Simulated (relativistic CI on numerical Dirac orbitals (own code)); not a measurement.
# Br XVII (Br¹⁶⁺): levels and lines

The task is the spectrum of Br¹⁶⁺: levels, purity of their labels, lifetimes and lines; runs with one setting changed show what the result hangs on.

The numbers are computed with relativistic CI on numerical Dirac orbitals (own code) version 4 (Dirac-Coulomb-Breit CI, KLI orbitals optimised for each configuration, model QED (radiative potential, 1s self-energy scaled to tabulated hydrogen-like ionisation energies)), except any that are marked as measured or tabulated.

**1. The atom as given**

```
ion                       : Br¹⁶⁺ (Br XVII)
nuclear charge            : 35
electrons                 : 19
isotope                   : A = 79
first configuration typed : [Ar] 3d
```

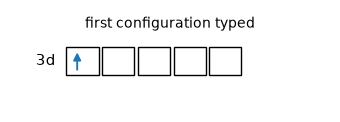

Occupation of the outer shells (arrows by Hund's rule).

**2. Base run**

Settings of the run:

```ini
atom Br  Z=35  charge=16  electrons=19
nucleus A=79  rms_radius_fm=4.1629
hamiltonian dirac-coulomb  breit=on  qed=on  c_scale=1
orbitals kli  potential=per-configuration
slater_scale 1
correlation none
mixing on
configurations
  [Ar] 3d
  [Ne] 3s2 3p5 3d2
  [Ne] 3s 3p6 3d2
  [Ar] 4s
  [Ar] 4p
  [Ar] 4d
  [Ar] 4f
  [Ne] 3s2 3p5 3d 4s
  [Ne] 3s2 3p5 3d 4p
  [Ar] 5s
  [Ar] 5p
  [Ne] 3s2 3p5 3d 4d
  [Ne] 3s 3p6 3d 4s
  [Ar] 5d
  [Ar] 5f
  [Ne] 3s 3p6 3d 4p
  [Ne] 3s2 3p5 3d 4f
  [Ar] 5g
  [Ne] 3p6 3d2 4p
  [Ar] 6s
  [Ar] 6p
  [Ne] 3s 3p6 3d 4d
  [Ne] 3p6 3d3
  [Ne] 3p5 3d4
  [Ne] 3p6 3d2 4s
  [Ne] 3p5 3d3 4s
end
```

Run with:

```bash
> python run_levels.py task.json out
```

The settings of every run stand in task.json; they run in order.

From the run's result record (rounded, not every field):

```text
{
  "status": "converged",
  "levels [i, E_cm, J2, conf, term, w_term, jj, w_jj, g, tau_s]": [
    [0, 0, 3, "3s2 3p6 3d", "2D", 0.9974, "3d3/2", 0.9974, 0.7977, "-"],
    [1, 13127.619, 5, "3s2 3p6 3d", "2D", 0.9974, "3d5/2", 0.9974, 1.199, 0.04104],
    [2, 679655.08, 1, "3s2 3p5 3d2", "4D*", 0.9856, "3p3/2^3 3d3/2^2", 0.6361, 0.01091, 3.997e-07],
    [3, 684132.54, 3, "3s2 3p5 3d2", "4D*", 0.9362, "3p3/2^3 3d3/2^2", 0.4907, 1.172, 6.354e-08],
    [4, 691892.57, 5, "3s2 3p5 3d2", "4D*", 0.8818, "3p3/2^3 3d3/2 3d5/2", 0.7102, 1.342, 4.211e-08],
    [5, 703053.08, 7, "3s2 3p5 3d2", "4D*", 0.8529, "3p3/2^3 3d3/2 3d5/2", 0.5236, 1.394, 7.178e-08],
    [6, 723740.34, 9, "3s2 3p5 3d2", "4G*", 0.8197, "3p3/2^3 3d3/2 3d5/2", 0.9168, 1.19, 0.03913],
    [7, 724321.53, 11, "3s2 3p5 3d2", "4G*", 0.9917, "3p3/2^3 3d5/2^2", 0.7242, 1.27, 66.54],
    [8, 726984.28, 7, "3s2 3p5 3d2", "4G*", 0.6566, "3p3/2^3 3d3/2^2", 0.5952, 1.046, 7.495e-08],
    [9, 728625.21, 5, "3s2 3p5 3d2", "4G*", 0.2786, "3p3/2^3 3d3/2^2", 0.7082, 0.9866, 4.777e-09],
    [10, 736093.19, 5, "3s2 3p5 3d2", "4P*", 0.7259, "3p3/2^3 3d3/2 3d5/2", 0.7603, 1.395, 1.906e-06],
    [11, 743643.8, 3, "3s2 3p5 3d2", "4P*", 0.4786, "3p3/2^3 3d3/2 3d5/2", 0.4938, 1.319, 2.874e-09],
    [12, 745826.34, 3, "3s2 3p5 3d2", "4F*", 0.3787, "3p3/2^3 3d3/2^2", 0.4737, 1.018, 7.623e-10],
    [13, 756151.76, 1, "3s2 3p5 3d2", "4P*", 0.8277, "3p3/2^3 3d3/2 3d5/2", 0.6921, 2.381, 1.381e-07],
    [14, 758517.68, 5, "3s2 3p5 3d2", "2D*", 0.6495, "3p3/2^3 3d5/2^2", 0.7012, 1.087, 1.408e-09],
    [15, 759729.23, 7, "3s2 3p5 3d2", "2G*", 0.3803, "3p3/2^3 3d3/2 3d5/2", 0.8007, 1.076, 7.955e-08],
    [16, 760117.86, 9, "3s2 3p5 3d2", "4F*", 0.739, "3p3/2^3 3d5/2^2", 0.7137, 1.278, 0.001292],
    [17, 773069.64, 5, "3s2 3p5 3d2", "2F*", 0.5041, "3p3/2^3 3d3/2 3d5/2", 0.4508, 0.9476, 2.507e-10],
    [18, 774738.87, 3, "3s2 3p5 3d2", "4F*", 0.3842, "3p3/2^3 3d3/2 3d5/2", 0.5143, 0.9072, 1.066e-09],
    [19, 781676.77, 7, "3s2 3p5 3d2", "2F*", 0.491, "3p3/2^3 3d3/2 3d5/2", 0.5952, 1.217, 1.835e-09],
    [20, 782904.71, 5, "3s2 3p5 3d2", "4G*", 0.3869, "3p1/2 3p3/2^4 3d3/2 3d5/2", 0.3659, 0.8502, 1.477e-09],
    [21, 784832.7, 11, "3s2 3p5 3d2", "2H*", 0.9917, "3p3/2^3 3d3/2 3d5/2", 0.7243, 1.091, 0.01155],
    [22, 785389.26, 1, "3s2 3p5 3d2", "2P*", 0.8818, "3p3/2^3 3d5/2^2", 0.7717, 0.859, 7.8e-10],
    [23, 786656, 7, "3s2 3p5 3d2", "2F*", 0.9261, "3p3/2^3 3d5/2^2", 0.4187, 1.142, 1.209e-10],
    [24, 816239.65, 9, "3s2 3p5 3d2", "2H*", 0.6417, "3p3/2^3 3d3/2 3d5/2", 0.6023, 0.9814, 0.001684],
    "... 375 more rows left out ..."
  ],
  "lines, the strongest and those to the lowest levels [upper, lower, type, S_au, A_per_s, branching]": [
    [63, 0, "E2", 0.02611, 2.981e+07, 0.02037],
    [63, 1, "E2", 0.04024, 4.432e+07, 0.03028],
    [79, 1, "E1", 0.5462, 2.377e+12, 0.9956],
    [283, 3, "E1", 0.2666, 1.571e+12, 0.7879],
    [290, 5, "E1", 0.4466, 1.571e+12, 0.8471],
    [303, 5, "E1", 0.3056, 1.099e+12, 0.4373],
    [311, 7, "E1", 1.279, 3.236e+12, 0.9863],
    [315, 6, "E1", 0.7532, 2.231e+12, 0.7297],
    [315, 7, "E1", 0.2474, 7.324e+11, 0.2396],
    [318, 8, "E1", 0.839, 2.989e+12, 0.8357],
    [320, 9, "E1", 0.3143, 1.403e+12, 0.4731],
    [324, 6, "E1", 0.2603, 7.821e+11, 0.6986],
    [325, 23, "E1", 0.5263, 1.769e+12, 0.6361],
    [326, 14, "E1", 0.3329, 1.446e+12, 0.5447],
    [328, 21, "E1", 0.44, 1.063e+12, 0.6475],
    [332, 1, "E1", 0.1367, 1.279e+12, 0.8862],
    [333, 15, "E1", 0.4326, 1.515e+12, 0.5347],
    [336, 16, "E1", 1.039, 3.081e+12, 0.9647],
    [337, 19, "E1", 0.4062, 1.417e+12, 0.4751],
    [338, 17, "E1", 0.2655, 1.17e+12, 0.449],
    [343, 21, "E1", 1.336, 3.332e+12, 0.9759],
    [360, 24, "E1", 0.4068, 1.167e+12, 0.7706],
    [364, 20, "E1", 0.3413, 1.543e+12, 0.5001],
    [365, 29, "E1", 0.4101, 1.406e+12, 0.4911],
    [366, 24, "E1", 0.7956, 2.314e+12, 0.8944],
    [380, 25, "E1", 0.6332, 2.256e+12, 0.662],
    [384, 32, "E1", 0.348, 1.505e+12, 0.4828],
    [388, 30, "E1", 1.168, 3.424e+12, 0.9544]
  ],
  "n_levels_all": 917,
  "total_energy [Ha]": -2473.8225329,
  "configurations [conf, odd, states, E_av_cm, breit_Ha, qed_Ha, corr_Ha]": [
    ["3s2 3p6 3d", 0, 10, 14656.2, 1.276, 0.8717, "-"],
    ["3s2 3p5 3d2", 1, 270, 818882, 1.265, 0.8714, "-"],
    ["3s 3p6 3d2", 0, 90, 1.43547e+06, 1.267, 0.8629, "-"],
    ["3s2 3p6 4s", 0, 2, 1.84137e+06, 1.277, 0.8751, "-"],
    ["3s2 3p6 4p", 1, 6, 2.04443e+06, 1.278, 0.8724, "-"],
    ["3s2 3p6 4d", 0, 10, 2.34397e+06, 1.274, 0.8722, "-"],
    ["3s2 3p6 4f", 1, 14, 2.59467e+06, 1.273, 0.8724, "-"],
    ["3s2 3p5 3d 4s", 1, 120, 2.61888e+06, 1.266, 0.8748, "-"],
    ["3s2 3p5 3d 4p", 0, 360, 2.82261e+06, 1.266, 0.8721, "-"],
    ["3s2 3p6 5s", 0, 2, 2.99819e+06, 1.275, 0.8736, "-"],
    ["3s2 3p6 5p", 1, 6, 3.09314e+06, 1.275, 0.8724, "-"],
    ["3s2 3p5 3d 4d", 1, 600, 3.11968e+06, 1.263, 0.8719, "-"],
    ["3s 3p6 3d 4s", 0, 40, 3.24361e+06, 1.268, 0.866, "-"],
    ["3s2 3p6 5d", 0, 10, 3.23063e+06, 1.274, 0.8724, "-"],
    "... 12 more rows left out ..."
  ],
  "radial 3s2 3p6 3d [Ha, bohr]": {"<r^-3>(3d)": 37.473, "<r^1>(3d)": 0.45276, "<r^2>(3d)": 0.23972, "<r^4>(3d)": 0.099664, "zeta(3d)": 0.023933},
  "radial 3s2 3p5 3d2 [Ha, bohr]": {"<r^-3>(3p)": 253.79, "<r^1>(3p)": 0.4919, "<r^2>(3p)": 0.27916, "<r^4>(3p)": 0.12064, "zeta(3p)": 0.21799, "<r^-3>(3d)": 37.212, "<r^1>(3d)": 0.45403, "<r^2>(3d)": 0.24109, "<r^4>(3d)": 0.10082, "F2(3d,3d)": 1.012, "F4(3d,3d)": 0.65011, "F2(3p,3d)": 0.9209, "G1(3p,3d)": 1.0367, "G3(3p,3d)": 0.67602, "zeta(3d)": 0.023389},
  "ionisation_energy [eV]": 576.797
}
```

Run time: 2.5 s. Hardware: 1 thread of Arm Neoverse N1, shared host.

The same levels in spectroscopic notation (° marks odd parity):

```tsv
level	energy (cm⁻¹)	LS purity (%)	jj purity (%)	radiative lifetime (s)
3d 2D3/2	0.0	100	100	-
3d 2D5/2	13127.6	100	100	0.041
3p5 3d2 4D°1/2	679655	99	64	4e-07
3p5 3d2 4D°3/2	684133	94	49	6.4e-08
3p5 3d2 4D°5/2	691893	88	71	4.2e-08
3p5 3d2 4D°7/2	703053	85	52	7.2e-08
3p5 3d2 4G°9/2	723740	82	92	0.039
3p5 3d2 4G°11/2	724322	99	72	67
3p5 3d2 4G°7/2	726984	66	60	7.5e-08
3p5 3d2 [3p3/2^3 3d3/2^2] J=5/2°	728625	28	71	4.8e-09
3p5 3d2 4P°5/2	736093	73	76	1.9e-06
3p5 3d2 4P°3/2 + 2D°	743644	48	49	2.9e-09
3p5 3d2 4F°3/2 + 4P°	745826	38	47	7.6e-10
3p5 3d2 4P°1/2	756152	83	69	1.4e-07
```

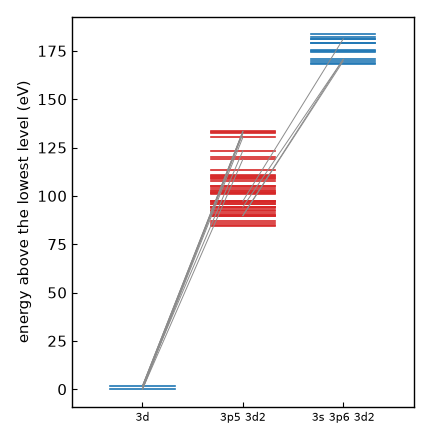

Levels by configuration, even parity blue and odd red; grey lines, where drawn, are strong E1 transitions.

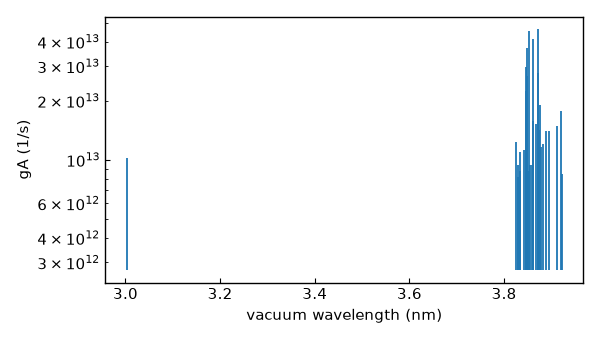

The strongest E1 lines among the lowest 400 of 917 levels, at the computed wavelengths.

The strongest allowed lines among the lowest 400 of 917 levels, ranked by gA:

```tsv
upper	lower	wavelength (nm)	A (1/s)
3p5 3d 4f 2I13/2 (ii)	3p5 3d2 2H°11/2	3.871	3.33e+12
3p5 3d 4f 4H13/2	3p5 3d2 4G°11/2	3.853	3.24e+12
3p5 3d 4f 2H11/2 (iii)	3p5 3d2 2G°9/2	3.861	3.42e+12
3p5 3d 4f [3p3/2^3 3d5/2 4f7/2] J=11/2 (iii)	3p5 3d2 4F°9/2	3.848	3.08e+12
3p5 3d 4f 4H9/2	3p5 3d2 4G°7/2	3.846	2.99e+12
3p5 3d 4f 2I11/2 + 2H (ii)	3p5 3d2 2H°9/2	3.872	2.31e+12
3p5 3d 4f 4H11/2	3p5 3d2 4G°9/2	3.849	2.23e+12
3p5 3d 4f [3p1/2 3p3/2^4 3d5/2 4f5/2] J=9/2	3p5 3d2 [3p1/2 3p3/2^4 3d3/2 3d5/2] J=7/2°	3.846	2.26e+12
4f 2F°7/2	3d 2D5/2	3.875	2.38e+12
3p5 3d 4f 2G9/2 (ii)	3p5 3d2 2F°7/2 (ii)	3.921	1.77e+12
```

**3. Correlation estimate p86**

Settings: those of step 2 with these lines changed.

```diff
@@ -5,3 +5,3 @@
 slater_scale 1
-correlation none
+correlation p86
 mixing on
```

From the record:

```text
{
  "status": "converged",
  "levels [i, E_cm, J2, conf, term, w_term, w_jj]": [
    [0, 0, 3, "3s2 3p6 3d", "2D", 0.9974, 0.9974],
    [1, 13127.856, 5, "3s2 3p6 3d", "2D", 0.9974, 0.9974],
    [2, 680999.9, 1, "3s2 3p5 3d2", "4D*", 0.9856, 0.6361],
    [3, 685477.34, 3, "3s2 3p5 3d2", "4D*", 0.9362, 0.4907],
    [4, 693237.33, 5, "3s2 3p5 3d2", "4D*", 0.8818, 0.7102],
    [5, 704397.82, 7, "3s2 3p5 3d2", "4D*", 0.8529, 0.5236],
    [6, 725084.23, 9, "3s2 3p5 3d2", "4G*", 0.8197, 0.9168],
    [7, 725665.42, 11, "3s2 3p5 3d2", "4G*", 0.9917, 0.7242],
    [8, 728328.25, 7, "3s2 3p5 3d2", "4G*", 0.6566, 0.5952],
    [9, 729969.61, 5, "3s2 3p5 3d2", "4G*", 0.2786, 0.7082],
    [10, 737437.5, 5, "3s2 3p5 3d2", "4P*", 0.7259, 0.7603],
    [11, 744988.35, 3, "3s2 3p5 3d2", "4P*", 0.4787, 0.4938],
    "... 388 more rows left out ..."
  ],
  "n_levels_all": 917,
  "total_energy [Ha]": -2474.9373181,
  "configurations [conf, odd, states, E_av_cm, breit_Ha, qed_Ha, corr_Ha]": [
    ["3s2 3p6 3d", 0, 10, 14635.2, 1.276, 0.8717, -1.115],
    ["3s2 3p5 3d2", 1, 270, 820224, 1.265, 0.8714, -1.109],
    ["3s 3p6 3d2", 0, 90, 1.43808e+06, 1.267, 0.8629, -1.103],
    ["3s2 3p6 4s", 0, 2, 1.85154e+06, 1.277, 0.8751, -1.068],
    ["3s2 3p6 4p", 1, 6, 2.05515e+06, 1.278, 0.8724, -1.066],
    ["3s2 3p6 4d", 0, 10, 2.35511e+06, 1.274, 0.8722, -1.064],
    ["3s2 3p6 4f", 1, 14, 2.60807e+06, 1.273, 0.8724, -1.054],
    ["3s2 3p5 3d 4s", 1, 120, 2.6305e+06, 1.266, 0.8748, -1.062],
    ["3s2 3p5 3d 4p", 0, 360, 2.83479e+06, 1.266, 0.8721, -1.059],
    ["3s2 3p6 5s", 0, 2, 3.00762e+06, 1.275, 0.8736, -1.072],
    ["3s2 3p6 5p", 1, 6, 3.1028e+06, 1.275, 0.8724, -1.071],
    ["3s2 3p5 3d 4d", 1, 600, 3.13224e+06, 1.263, 0.8719, -1.058],
    ["3s 3p6 3d 4s", 0, 40, 3.25652e+06, 1.268, 0.866, -1.056],
    ["3s2 3p6 5d", 0, 10, 3.24021e+06, 1.274, 0.8724, -1.071],
    "... 12 more rows left out ..."
  ],
  "ionisation_energy [eV]": 578.419
}
```

Run time: 2.5 s. Hardware: 1 thread of Arm Neoverse N1, shared host.

Shifts of the excitation energies against the main run, counted from its lowest level (cm⁻¹):

```tsv
level	main run	shift
3d 2D5/2	13127.6	+0.2
3p5 3d2 4D°1/2	679655	+1344.8
3p5 3d2 4D°3/2	684133	+1344.8
3p5 3d2 4D°5/2	691893	+1344.8
3p5 3d2 4D°7/2	703053	+1344.7
3p5 3d2 4G°9/2	723740	+1343.9
3p5 3d2 4G°11/2	724322	+1343.9
3p5 3d2 4G°7/2	726984	+1344.0
3p5 3d2 [3p3/2^3 3d3/2^2] J=5/2°	728625	+1344.4
3p5 3d2 4P°5/2	736093	+1344.3
3p5 3d2 4P°3/2 + 2D°	743644	+1344.6
3p5 3d2 4F°3/2 + 4P°	745826	+1344.3
```

**4. Without QED terms**

Settings: those of step 3 with these lines changed.

```diff
@@ -2,6 +2,6 @@
 nucleus A=79  rms_radius_fm=4.1629
-hamiltonian dirac-coulomb  breit=on  qed=on  c_scale=1
+hamiltonian dirac-coulomb  breit=on  qed=off  c_scale=1
 orbitals kli  potential=per-configuration
 slater_scale 1
-correlation p86
+correlation none
 mixing on
```

From the record:

```text
{
  "status": "converged",
  "levels [i, E_cm, J2, conf, term, w_term, w_jj]": [
    [0, 0, 3, "3s2 3p6 3d", "2D", 0.9974, 0.9974],
    [1, 13082.869, 5, "3s2 3p6 3d", "2D", 0.9974, 0.9974],
    [2, 679777.91, 1, "3s2 3p5 3d2", "4D*", 0.9856, 0.6358],
    [3, 684245.85, 3, "3s2 3p5 3d2", "4D*", 0.9365, 0.4902],
    [4, 691986.2, 5, "3s2 3p5 3d2", "4D*", 0.8822, 0.7101],
    [5, 703121.28, 7, "3s2 3p5 3d2", "4D*", 0.8534, 0.5229],
    [6, 723838.95, 9, "3s2 3p5 3d2", "4G*", 0.8199, 0.9166],
    [7, 724396.87, 11, "3s2 3p5 3d2", "4G*", 0.9917, 0.7245],
    [8, 727096.74, 7, "3s2 3p5 3d2", "4G*", 0.6571, 0.5945],
    [9, 728753.53, 5, "3s2 3p5 3d2", "4G*", 0.2789, 0.708],
    [10, 736180.3, 5, "3s2 3p5 3d2", "4P*", 0.7259, 0.7599],
    [11, 743745.63, 3, "3s2 3p5 3d2", "4P*", 0.4842, 0.4935],
    [12, 745927.38, 3, "3s2 3p5 3d2", "4F*", 0.3813, 0.4746],
    [13, 756216.51, 1, "3s2 3p5 3d2", "4P*", 0.8285, 0.6914],
    [14, 758584.32, 5, "3s2 3p5 3d2", "2D*", 0.6496, 0.7005],
    [15, 759823.73, 7, "3s2 3p5 3d2", "2G*", 0.3795, 0.8003],
    "... 384 more rows left out ..."
  ],
  "n_levels_all": 917,
  "total_energy [Ha]": -2474.6941373,
  "configurations [conf, odd, states, E_av_cm, breit_Ha, qed_Ha, corr_Ha]": [
    ["3s2 3p6 3d", 0, 10, 14636.3, 1.276, 0.8717, "-"],
    ["3s2 3p5 3d2", 1, 270, 818928, 1.265, 0.8714, "-"],
    ["3s 3p6 3d2", 0, 90, 1.43738e+06, 1.267, 0.8629, "-"],
    ["3s2 3p6 4s", 0, 2, 1.84061e+06, 1.277, 0.8751, "-"],
    ["3s2 3p6 4p", 1, 6, 2.04426e+06, 1.278, 0.8724, "-"],
    ["3s2 3p6 4d", 0, 10, 2.34383e+06, 1.274, 0.8722, "-"],
    ["3s2 3p6 4f", 1, 14, 2.59451e+06, 1.273, 0.8724, "-"],
    ["3s2 3p5 3d 4s", 1, 120, 2.61819e+06, 1.266, 0.8748, "-"],
    ["3s2 3p5 3d 4p", 0, 360, 2.82251e+06, 1.266, 0.8721, "-"],
    ["3s2 3p6 5s", 0, 2, 2.99774e+06, 1.275, 0.8736, "-"],
    ["3s2 3p6 5p", 1, 6, 3.09296e+06, 1.275, 0.8724, "-"],
    ["3s2 3p5 3d 4d", 1, 600, 3.11961e+06, 1.263, 0.8719, "-"],
    ["3s 3p6 3d 4s", 0, 40, 3.24483e+06, 1.268, 0.866, "-"],
    ["3s2 3p6 5d", 0, 10, 3.23046e+06, 1.274, 0.8724, "-"],
    "... 12 more rows left out ..."
  ],
  "ionisation_energy [eV]": 576.773
}
```

Run time: 1.5 s. Hardware: 1 thread of Arm Neoverse N1, shared host.

How the levels moved (cm⁻¹, from the main run's lowest level):

```tsv
level	main run	shift
3d 2D5/2	13127.6	-44.7
3p5 3d2 4D°1/2	679655	+122.8
3p5 3d2 4D°3/2	684133	+113.3
3p5 3d2 4D°5/2	691893	+93.6
3p5 3d2 4D°7/2	703053	+68.2
3p5 3d2 4G°9/2	723740	+98.6
3p5 3d2 4G°11/2	724322	+75.3
3p5 3d2 4G°7/2	726984	+112.5
3p5 3d2 [3p3/2^3 3d3/2^2] J=5/2°	728625	+128.3
3p5 3d2 4P°5/2	736093	+87.1
3p5 3d2 4P°3/2 + 2D°	743644	+101.8
3p5 3d2 4F°3/2 + 4P°	745826	+101.0
```

**5. The first configuration alone**

Settings of the run:

```ini
atom Br  Z=35  charge=16  electrons=19
nucleus A=79  rms_radius_fm=4.1629
hamiltonian dirac-coulomb  breit=on  qed=on  c_scale=1
orbitals kli  potential=per-configuration
slater_scale 1
correlation none
mixing on
configurations
  [Ar] 3d
end
```

From the record:

```text
{
  "status": "converged",
  "levels [i, E_cm, J2, conf, term, w_term, w_jj]": [
    [0, 0, 3, "3d", "2D", 1, 1],
    [1, 13175.7, 5, "3d", "2D", 1, 1]
  ],
  "n_levels_all": 2,
  "total_energy [Ha]": -2473.7917737,
  "configurations [conf, odd, states, E_av_cm, breit_Ha, qed_Ha, corr_Ha]": [
    ["3d", 0, 10, 7905.42, 1.276, 0.8717, "-"]
  ]
}
```

It took 0.071 s on 1 thread of Arm Neoverse N1, shared host.

How the levels moved (cm⁻¹, from the main run's lowest level): (levels that can't be paired are left out)

```tsv
level	main run	shift
3d 2D5/2	13127.6	+48.1
```

**6. The runs side by side**

| run | time | mean size of shift, levels followed (cm⁻¹) | lowest level | ionisation energy (eV) |
| --- | --- | --- | --- | --- |
| main run | 2.5 s | 0 | 3d 2D3/2 | 576.80 |
| correlation estimate p86 | 2.5 s | 1232 | 3d 2D3/2 | 578.42 |
| without QED terms | 1.5 s | 95.6 | 3d 2D3/2 | 576.77 |
| the first configuration alone | 0.071 s | 48.1 | 3d 2D3/2 | - |

The tabulated theoretical ionisation energy (NIST) is 577 eV.

**7. Outcome**

| quantity | value |
| --- | --- |
| lowest level | 3d 2D3/2 |
| first excitation | 3d 2D5/2, 13127.6 cm⁻¹ |
| lowest level of the other parity | 3p5 3d2 4D°1/2, 679655 cm⁻¹ |
| levels in the model | 917 |
| fastest E1 line (by rate) to the lowest level among the lowest 400 of 917 levels | 3.868 nm, from 3p5 3d 4s 2F°5/2 + 2D° |
| ionisation energy | 576.80 eV |
| ionisation energy, tabulated theoretical (NIST) | 577 eV |

3d 2D3/2 comes out lowest; its LS label holds 100 % and its jj label 100 %; over the low levels the means are 76 and 69 %, so they are in intermediate coupling. The ionisation energy agrees with the tabulated theoretical value within its uncertainty of 3 eV. Of the changes tried, the run «correlation estimate p86» moves the low levels most, by 1232 cm⁻¹ on average. Lifetimes count radiative decay inside the model alone.
